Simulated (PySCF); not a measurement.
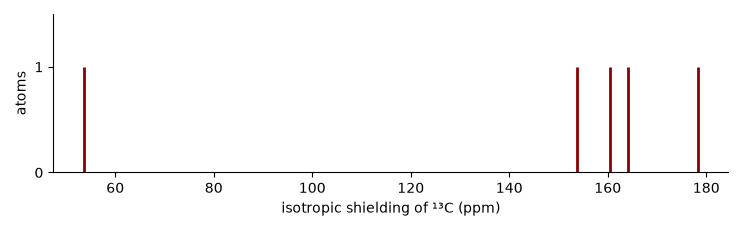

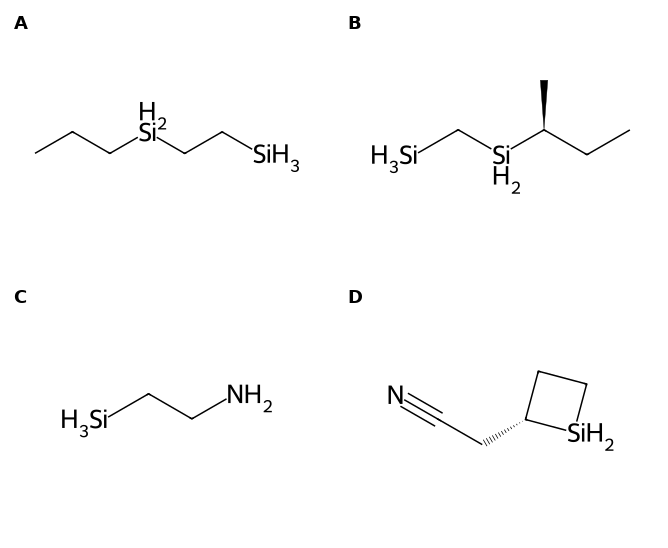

The sticks are computed shieldings of one of the molecules, for one fixed geometry (PBE0-D3(BJ)/def2-SVP) without averaging over rotations. Low shielding means a high chemical shift. Method: GIAO PBE0/pcSseg-1 NMR shielding, non-relativistic, IEF-PCM dimethylsulfoxide (PySCF 2.14.0).

**Which molecule gives this pattern?**

D, `N#CC[C@@H]1CC[SiH2]1`. Its 5 C atoms give lines at 53.6, 153.7, 160.4, 164.1, 178.2 ppm.
